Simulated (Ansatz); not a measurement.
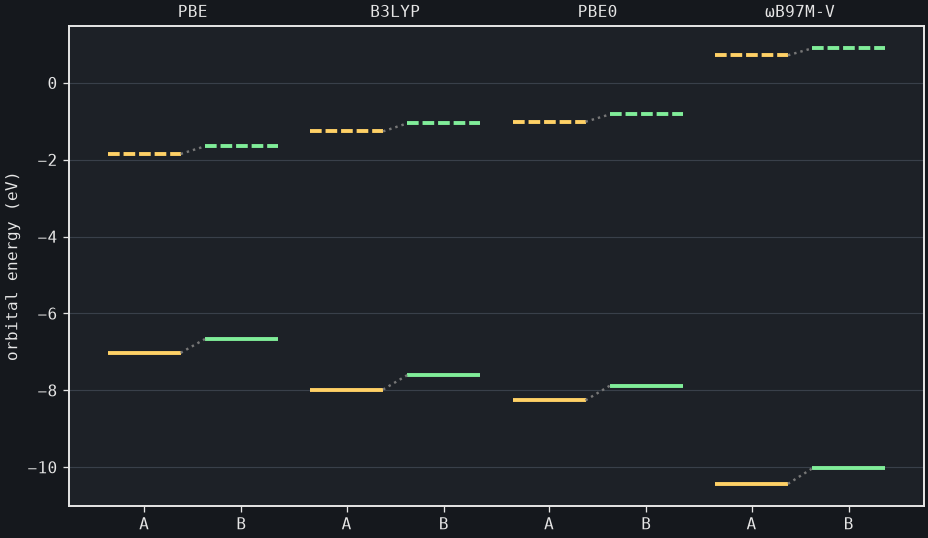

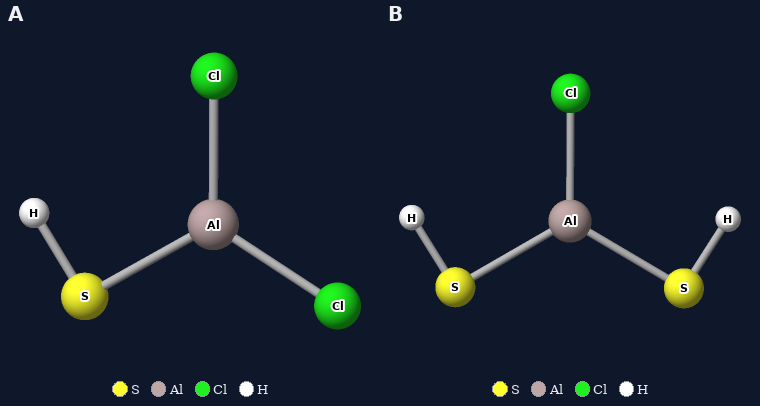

One change: A, AlHSCl₂ (SMILES [SH][Al]([Cl])[Cl]), becomes B, AlH₂S₂Cl (SMILES [SH][Al]([SH])[Cl]). Cl on Al is replaced by SH. HOMO (solid) and LUMO (dashed) computed in def2-TZVPP at PBE0-D4/def2-TZVP geometries, both minima by their frequencies, gas phase, the Ansatz code. Empty levels above zero depend strongly on the basis.

### What does the change do to HOMO and LUMO?

PBE: the HOMO rises by 0.36 eV, the LUMO rises by 0.20 eV, and the separation goes from 5.18 to 5.01 eV. B3LYP: the HOMO rises by 0.38 eV, the LUMO rises by 0.21 eV, and the separation goes from 6.72 to 6.55 eV. PBE0: the HOMO rises by 0.38 eV, the LUMO rises by 0.19 eV, and the separation goes from 7.25 to 7.06 eV. ωB97M-V: the HOMO rises by 0.40 eV, the LUMO rises by 0.18 eV, and the separation goes from 11.15 to 10.93 eV.

### Do the functionals agree on the effect?

They agree on the direction for both levels; the HOMO shift lies between 0.36 and 0.40 eV and the LUMO shift between 0.18 and 0.21 eV, while the separations themselves differ by up to 6.0 eV between functionals.
